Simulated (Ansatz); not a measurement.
## Geometry relaxation of GeBrCl3

The run: geometry relaxation of GeBrCl3, SMILES [Cl][Ge]([Cl])([Cl])[Br]. Method and program: RKS PBE0-D4/def2-TZVP (Ansatz 0.2.0).

The geometry: PBE-D4/def2-SVP start. Figures and captions count atoms from 1; the log counts them from 0 in places.

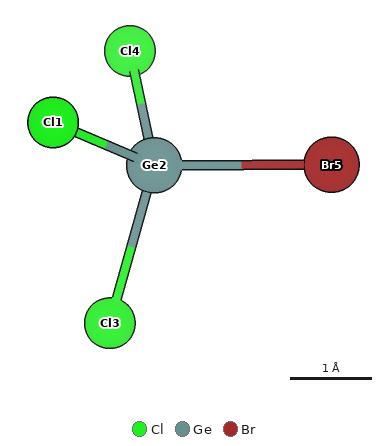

**Figure 1.** The starting structure (ball-and-stick view, seen at a tilt; atoms are numbered from 1 in the order of the input). Sticks mark near contacts.

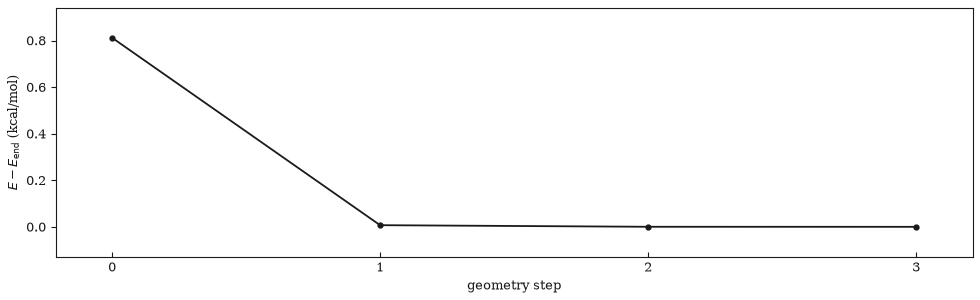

**Figure 2.** Progress of the relaxation, step by step (the first geometry is step 0 here and step 1 in the log).

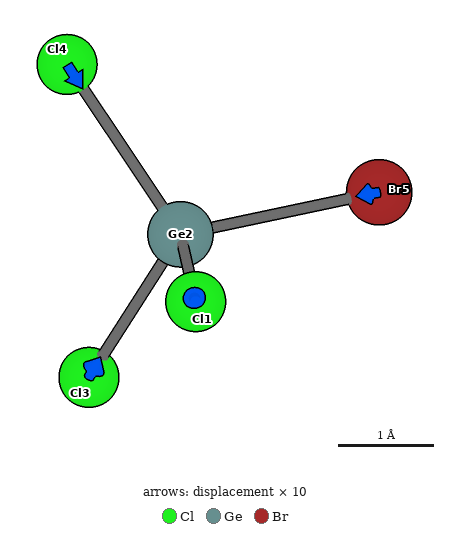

**Figure 3.** The starting structure with the displacements as blue arrows, magnified 10 times (ball-and-stick view, seen at a tilt). The two geometries are laid on each other by the best rigid fit. Over 3 geometry steps the energy falls by 0.81 kcal/mol. The largest force component goes from 0.54 to 0.0024 eV/Å. The largest moves after the best rigid fit, 0.032 Å, are those of Cl3 and Cl4. Largest moves by element: Cl 0.032 Å, Br 0.028 Å, Ge 0.002 Å. Among the contacts that change: Cl1–Ge2 2.151 → 2.119 Å, Ge2–Br5 2.296 → 2.270 Å. (Atoms are counted from 1 in the order of the input.)

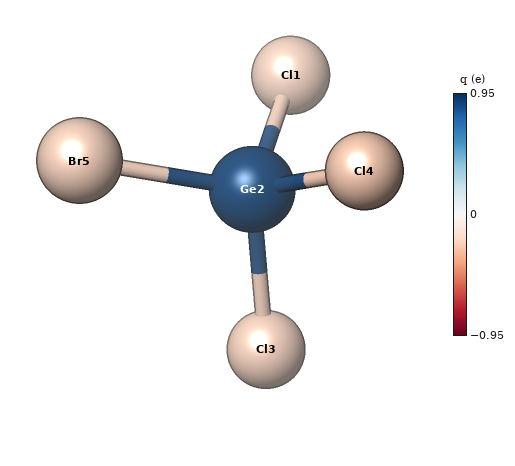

**Figure 4.** Mulliken charges, as the colour of each atom (ball-and-stick view, seen at a tilt; atoms are numbered from 1 in the order of the input). By element: Cl −0.23, Ge +0.90 and Br −0.21 e.

The input that produced these results follows, with the program's output.

### Input file
```yaml
crystal:
  periodic: [false, false, false]
  atoms:
    - {symbol: Cl, position_ang: [-0.926544, -0.259945, 1.919822]}
    - {symbol: Ge, position_ang: [0.005897, -0.034583, -0.005933]}
    - {symbol: Cl, position_ang: [1.825894, -1.179840, -0.042136]}
    - {symbol: Cl, position_ang: [-1.325447, -0.780232, -1.520780]}
    - {symbol: Br, position_ang: [0.470099, 2.181001, -0.392172]}
basis:
  gaussian: {orbitals: def2-TZVP}
hamiltonian: {xc: pbe0, dispersion: d4}
relax: {f_tol: 0.005, max_steps: 150}
```

Run as:
```bash
ansatz run in.yaml --threads 4 --pin off --events-out ev --progress --plain --max-ram 10444MiB
```

### Log
```
Functional definition: PBE0
  name "PBE0"
  cite "Adamo & Barone, J. Chem. Phys. 110, 6158 (1999) doi:10.1063/1.478522"
  cite "Perdew, Burke & Ernzerhof, Phys. Rev. Lett. 77, 3865 (1996) doi:10.1103/PhysRevLett.77.3865"
  parent pbe
  parameter a = 0.25
  parameter kappa = 0.804
  parameter beta = 0.06672455060314922
  exchange = (1 - a)*pbe_x(kappa = kappa, mu = beta*pi^2/3) + a*exact_x
  correlation = pbe_c(beta = beta)
1618 factors; their error is unknown
mean field evaluation 1: about -164108.9730 eV, gradient 2.7e1 eV
mean field evaluation 2: about -164107.7038 eV, gradient 4.1e1 eV
mean field evaluation 4: about -164110.2347 eV, gradient 9.9e-1 eV
mean field evaluation 8: about -164111.0536 eV, gradient 6.2e-2 eV
mean field -164111.05359847 eV, -6030.9699812765 hartree, gradient 6.6e-5 eV, S^2 0.000000; 0 other end points of the search recorded, 0 dependent functions left out
the calculation of the forces begins
reference -164111.05362794 eV, -6030.9699823594 hartree; 59, 59 occupied and 148, 148 virtual orbitals, 1618 factors
relax step   1: F+E_penalty+E_count = -164111.28341676 eV  Δ(F+E_penalty+E_count) = +0.000e0 eV  max|allowed force component| = 5.414e-1 eV/Å  Δτ_max = 0.0000 Å  (25 SCF iters, accepted)
these checks for a lower state are left out or cut short: starts, cluster_reference, orbital_swaps, neighbouring_geometries, increment
1618 factors; their error is unknown
mean field evaluation 16: about -164110.2618 eV, gradient 3.0e0 eV
mean field -164111.08534751 eV, -6030.9711480319 hartree, gradient 2.5e-5 eV, S^2 0.000000; 0 other end points of the search recorded, 0 dependent functions left out
the calculation of the forces begins
reference -164111.08537667 eV, -6030.9711491036 hartree; 59, 59 occupied and 148, 148 virtual orbitals, 1618 factors
relax step   2: F+E_penalty+E_count = -164111.31831490 eV  Δ(F+E_penalty+E_count) = -3.490e-2 eV  max|allowed force component| = 1.040e-1 eV/Å  Δτ_max = 0.0322 Å  (29 SCF iters, accepted)
these checks for a lower state are left out or cut short: starts, cluster_reference, orbital_swaps, neighbouring_geometries, increment
1618 factors; their error is unknown
mean field -164111.08573992 eV, -6030.9711624528 hartree, gradient 2.5e-5 eV, S^2 0.000000; 0 other end points of the search recorded, 0 dependent functions left out
the calculation of the forces begins
reference -164111.08576909 eV, -6030.9711635247 hartree; 59, 59 occupied and 148, 148 virtual orbitals, 1618 factors
relax step   3: F+E_penalty+E_count = -164111.31861143 eV  Δ(F+E_penalty+E_count) = -2.965e-4 eV  max|allowed force component| = 2.048e-2 eV/Å  Δτ_max = 0.0032 Å  (30 SCF iters, accepted)
these checks for a lower state are left out or cut short: starts, cluster_reference, orbital_swaps, neighbouring_geometries, increment
1618 factors; their error is unknown
mean field evaluation 32: about -164111.0856 eV, gradient 4.1e-1 eV
mean field -164111.08574824 eV, -6030.9711627586 hartree, gradient 2.5e-5 eV, S^2 0.000000; 0 other end points of the search recorded, 0 dependent functions left out
the calculation of the forces begins
reference -164111.08577741 eV, -6030.9711638305 hartree; 59, 59 occupied and 148, 148 virtual orbitals, 1618 factors
relax step   4: F+E_penalty+E_count = -164111.31862075 eV  Δ(F+E_penalty+E_count) = -9.319e-6 eV  max|allowed force component| = 2.375e-3 eV/Å  Δτ_max = 0.0014 Å  (31 SCF iters, accepted)
1618 factors; their error is unknown
mean field -164111.08574824 eV, -6030.9711627586 hartree, gradient 2.5e-5 eV, S^2 0.000000; 1 other end points of the search recorded, 0 dependent functions left out
the calculation of the forces begins
reference -164111.08577741 eV, -6030.9711638305 hartree; 59, 59 occupied and 148, 148 virtual orbitals, 1618 factors
Total energy: -164111.31864992 eV, -6030.9797217374 hartree
Atom 0 at    -0.912889    -0.257942     1.891897 Å, force     0.000222    -0.001424    -0.000720 eV/Å
Atom 1 at     0.005635    -0.035532    -0.004585 Å, force     0.000510     0.002375    -0.000569 eV/Å
Atom 2 at     1.798401    -1.164411    -0.041701 Å, force    -0.001135    -0.001009     0.000450 eV/Å
Atom 3 at    -1.305284    -0.769865    -1.498570 Å, force     0.000127    -0.001254     0.000953 eV/Å
Atom 4 at     0.464036     2.154151    -0.388240 Å, force     0.000277     0.001312    -0.000113 eV/Å
Dipole moment:     0.014038     0.066978    -0.011735 e Å
```

### Trajectory as extended XYZ (Å, eV, eV/Å), 4 frames, from step=1 to step=4
```
5
Properties=species:S:1:pos:R:3:forces:R:3 step=1 energy=-164111.28342
Cl   -0.9265   -0.2599    1.9198    0.2612   0.0570  -0.5414
Ge    0.0059   -0.0346   -0.0059   -0.0307  -0.1399   0.0453
Cl    1.8259   -1.1798   -0.0421   -0.5064   0.3107   0.0090
Cl   -1.3254   -0.7802   -1.5208    0.3660   0.1994   0.4152
Br    0.4701    2.1810   -0.3922   -0.0901  -0.4272   0.0719
5
Properties=species:S:1:pos:R:3:forces:R:3 step=2 energy=-164111.31832
Cl   -0.9128   -0.2584    1.8917    0.0066   0.0043  -0.0129
Ge    0.0064   -0.0321   -0.0053   -0.0221  -0.1040   0.0236
Cl    1.7979   -1.1646   -0.0416   -0.0074   0.0079  -0.0001
Cl   -1.3050   -0.7700   -1.4981    0.0045   0.0049   0.0044
Br    0.4634    2.1515   -0.3879    0.0183   0.0869  -0.0149
5
Properties=species:S:1:pos:R:3:forces:R:3 step=3 energy=-164111.31861
Cl   -0.9128   -0.2586    1.8916    0.0019   0.0025  -0.0036
Ge    0.0059   -0.0342   -0.0049   -0.0044  -0.0205   0.0046
Cl    1.7979   -1.1649   -0.0415   -0.0023   0.0038  -0.0005
Cl   -1.3052   -0.7705   -1.4981    0.0024   0.0032   0.0016
Br    0.4641    2.1546   -0.3882    0.0023   0.0109  -0.0021
5
Properties=species:S:1:pos:R:3:forces:R:3 step=4 energy=-164111.31862
Cl   -0.9129   -0.2579    1.8919    0.0002  -0.0014  -0.0007
Ge    0.0056   -0.0355   -0.0046    0.0005   0.0024  -0.0006
Cl    1.7984   -1.1644   -0.0417   -0.0011  -0.0010   0.0004
Cl   -1.3053   -0.7699   -1.4986    0.0001  -0.0013   0.0010
Br    0.4640    2.1542   -0.3882    0.0003   0.0013  -0.0001
```

### Summary

| quantity | value |
| --- | --- |
| outcome | converged |
| total energy | −164111.3186 eV |
| mean-field energy | −164111.0858 eV |
| dispersion energy | −0.2329 eV |
| SCF solution under orbital rotations | stable |
| largest force (length of the vector) at the end | 0.002 eV/Å |
| dipole moment | 0.33 D |
| hardware | 4 threads of Arm Neoverse V2, 23 GiB of memory available, shared host |
| wall time | 31 s (CPU time 1.9 min) |
| peak memory | 0.85 GiB |
